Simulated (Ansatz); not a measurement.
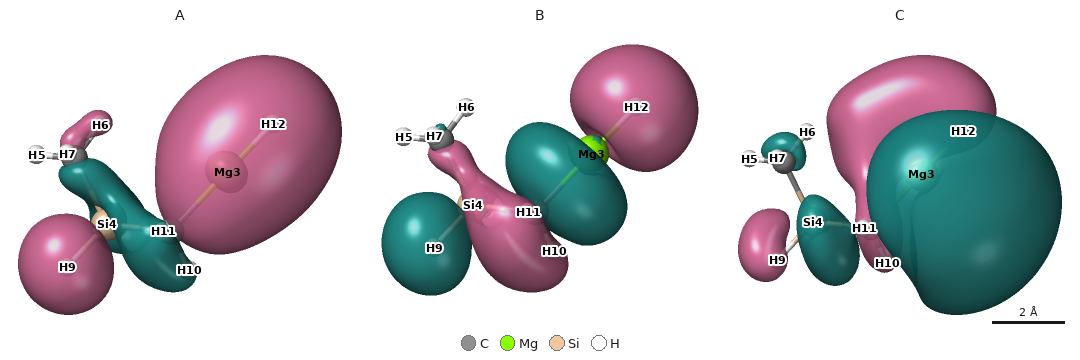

*C2H8MgSi. Three frontier orbitals at ±0.04 Å⁻³ᐟ² (teal and pink are the two phases), in no order.*

Geometry: PBE0-D3(BJ)/def2-SVP.

Theory: isolated molecule in a Gaussian basis; Kohn-Sham density functional theory, functional PBE0 in Ansatz 0.2.0.

Input file:

```
basis:
  gaussian: {orbitals: def2-TZVPD}
crystal:
  periodic: [false, false, false]
  atoms:
    - {symbol: C, position_ang: [-0.648246, 1.649204, 0.145853]}
    - {symbol: C, position_ang: [0.885334, -0.877911, 1.054468]}
    - {symbol: Mg, position_ang: [2.585737, -0.420170, -0.084345]}
    - {symbol: Si, position_ang: [-0.710581, -0.227365, 0.351520]}
    - {symbol: H, position_ang: [-1.600401, 2.040132, -0.244816]}
    - {symbol: H, position_ang: [0.146778, 1.957770, -0.553720]}
    - {symbol: H, position_ang: [-0.455470, 2.140621, 1.113076]}
    - {symbol: H, position_ang: [-0.951148, -0.837941, -1.002603]}
    - {symbol: H, position_ang: [-1.920264, -0.555446, 1.182045]}
    - {symbol: H, position_ang: [0.819921, -1.977647, 1.156070]}
    - {symbol: H, position_ang: [1.020178, -0.475856, 2.076700]}
    - {symbol: H, position_ang: [3.985548, -0.059190, -0.987047]}
hamiltonian: {xc: pbe0}
output: {forces: true, orbitals: {seedname: orbitals}}
```

Command:

```sh
ansatz run input.yaml --threads 2 --pin off --max-ram 4350MiB --events-out events.jsonl --progress --plain --runs-dir runs
```

> Which picture is the HOMO−1, the HOMO and the LUMO?

A is the HOMO−1 (−8.20 eV). Its weight (Hirshfeld) is mainly on H12 (about 40 %), Mg3 (about 35 %), C2 (about 10 %) and H9 (about 5 %). B is the HOMO (−6.89 eV). Its weight (Hirshfeld) is mainly on C2 (about 40 %), H12 (about 20 %), Mg3 (about 20 %), Si4 (about 10 %) and H9 (about 5 %). C is the LUMO (−0.57 eV). It lies mainly on Mg3 (about 75 %) and H12 (about 5 %).

> What is the HOMO–LUMO gap?

6.32 eV between the orbital energies.
